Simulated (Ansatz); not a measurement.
# C3H5F (allyl fluoride): HF/3-21G

What is the electronic atomisation energy of C3H5F (allyl fluoride) at HF/3-21G? 

The results are computed with Ansatz 0.2.0.

52 further runs of the same task are left out: 52 set aside as unsound or not needed.

## Step 1: The structure to begin with

C3H5F: 9 atoms, total charge 0, spin state singlet. SMILES: `C=CCF`. Geometry: relaxed at PBE0-D4/def2-TZVP. This is one conformer, not always the lowest.

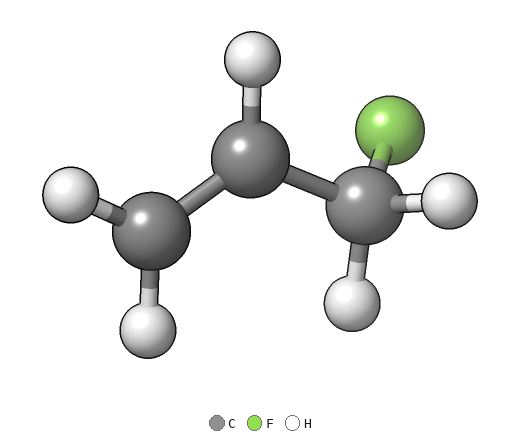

Viewed from a chosen angle; carbon grey, fluorine green, hydrogen white.

## Step 2: The energy at HF/3-21G

Contents of job.yaml:

```yaml
crystal:
  periodic: [false, false, false]
  atoms:
    - {symbol: C, position_ang: [-0.578000, 1.122500, -0.608000]}
    - {symbol: C, position_ang: [0.352500, 0.215400, -0.353400]}
    - {symbol: C, position_ang: [0.200500, -0.852800, 0.668500]}
    - {symbol: F, position_ang: [0.430500, -2.098200, 0.102300]}
    - {symbol: H, position_ang: [-0.422500, 1.909200, -1.336700]}
    - {symbol: H, position_ang: [-1.531700, 1.114000, -0.089100]}
    - {symbol: H, position_ang: [1.299800, 0.230700, -0.886500]}
    - {symbol: H, position_ang: [0.929800, -0.730800, 1.477200]}
    - {symbol: H, position_ang: [-0.806800, -0.852300, 1.094700]}
basis:
  gaussian:
    orbitals: 3-21G.json
magnetization:
  spin_polarized: false
hamiltonian:
  xc: hf
accuracy: high
output:
  orbitals: {seedname: orbitals}
```

The basis set 3-21G is read from a file made from the Basis Set Exchange's data (not shown).

On the command line:

```console
ansatz run job.yaml --threads 1 --pin off --max-ram 3480MiB --events-out events.jsonl --progress --plain --runs-dir runs
```

The log of the run:

```text
Warning: RAYON_NUM_THREADS=1 ignored (pool sized by the plan → 1); use --threads N
Functional definition: HF
  name "HF"
  exchange = exact_x
  correlation = 0
1054 factors; integrals over basis functions are off by at most 5.9e-9 eV
mean field evaluation 1: about -5841.7156 eV, gradient 2.5e1 eV
mean field evaluation 2: about -5841.7021 eV, gradient 2.4e1 eV
mean field evaluation 4: about -5843.2026 eV, gradient 2.5e0 eV
mean field evaluation 8: about -5843.2197 eV, gradient 1.4e-1 eV
mean field evaluation 16: about -5843.2198 eV, gradient 2.8e-8 eV
mean field -5843.21977235 eV, -214.7343659573 hartree, gradient 2.8e-8 eV, S^2 0.000000; 0 other end points of the search recorded, 0 dependent functions left out
reference -5843.21977235 eV, -214.7343659573 hartree; 16, 16 occupied and 30, 30 virtual orbitals, 1054 factors
Total energy: -5843.21977235 eV, -214.7343659573 hartree
```

Wall time 0.36 s (1 thread of Arm Neoverse V2, shared host); peak memory 0.093 GiB.

## Step 3: The C atom, same level

Contents of job.yaml:

```yaml
crystal:
  periodic: [false, false, false]
  atoms:
    - {symbol: C, position_ang: [0.000000, 0.000000, 0.000000]}
basis:
  gaussian:
    orbitals: 3-21G.json
magnetization:
  spin_polarized: true
  initial_magnetization: 2
hamiltonian:
  xc: hf
accuracy: high
```

The basis set 3-21G is read from a file made from the Basis Set Exchange's data (not shown).

On the command line:

```console
ansatz run job.yaml --threads 1 --pin off --max-ram 3480MiB --events-out events.jsonl --progress --plain --runs-dir runs
```

The log of the run:

```text
Warning: RAYON_NUM_THREADS=1 ignored (pool sized by the plan → 1); use --threads N
[... 4 set-up lines as earlier in the session ...]
42 factors; integrals over basis functions are off by at most 9.6e-9 eV
mean field evaluation 1: about -1019.7341 eV, gradient 4.9e0 eV
mean field evaluation 2: about -1019.7347 eV, gradient 4.9e0 eV
mean field evaluation 4: about -1019.9117 eV, gradient 1.9e-1 eV
mean field evaluation 8: about -1019.9119 eV, gradient 6.4e-5 eV
mean field evaluation 16: about -1019.9118 eV, gradient 6.1e-2 eV
mean field evaluation 32: about -1019.9119 eV, gradient 2.8e-8 eV
mean field -1019.91186813 eV, -37.4810698326 hartree, gradient 2.8e-8 eV, S^2 2.000971; 2 other end points of the search recorded, 0 dependent functions left out
reference -1019.91186813 eV, -37.4810698326 hartree; 4, 2 occupied and 5, 7 virtual orbitals, 42 factors
Total energy: -1019.91186813 eV, -37.4810698326 hartree
```

Wall time 0.04 s (1 thread of Arm Neoverse V2, shared host).

## Step 4: The F atom

Contents of input.yaml:

```yaml
crystal:
  periodic: [false, false, false]
  atoms:
    - {symbol: F, position_ang: [0.000000, 0.000000, 0.000000]}
basis:
  gaussian: {orbitals: 3-21G.json}
magnetization: {spin_polarized: true, initial_magnetization: 1}
hamiltonian: {xc: hf}
accuracy: high
```

The basis set 3-21G is read from a file made from the Basis Set Exchange's data (not shown).

Run the same way, it converges to -98.84501 Eh (log not shown).

## Step 5: The H atom at the same level

Contents of job.yaml:

```yaml
crystal:
  periodic: [false, false, false]
  atoms:
    - {symbol: H, position_ang: [0.000000, 0.000000, 0.000000]}
basis:
  gaussian: {orbitals: 3-21G.json}
magnetization: {spin_polarized: true, initial_magnetization: 1}
hamiltonian: {xc: hf}
accuracy: high
```

The basis set 3-21G is read from a file made from the Basis Set Exchange's data (not shown).

Run the same way, it converges to -0.49620 Eh (log not shown).

## Step 6: Summary of results

Level: HF/3-21G.

| quantity | value |
| --- | --- |
| molecule: total energy | -214.73437 Eh |
| molecule: HOMO energy | -10.52 eV |
| molecule: LUMO energy | 4.43 eV |
| molecule: HOMO–LUMO gap | 14.95 eV |
| C atom: total energy | -37.48107 Eh |
| C atom: ⟨S²⟩ | 2.001 |
| F atom: total energy | -98.84501 Eh |
| F atom: ⟨S²⟩ | 0.750 |
| H atom: total energy | -0.49620 Eh |
| H atom: ⟨S²⟩ | 0.750 |
| electronic atomisation energy | 26.263 eV |

Taking the molecule apart into free atoms costs 26.26 eV (2534 kJ/mol), before zero-point energy and without spin-orbit coupling. Hartree–Fock lacks the correlation of the bonding pairs, which as a rule makes this value much too low; in minimal bases other errors can mask that. The basis has no polarisation functions, which makes bonds too weak.
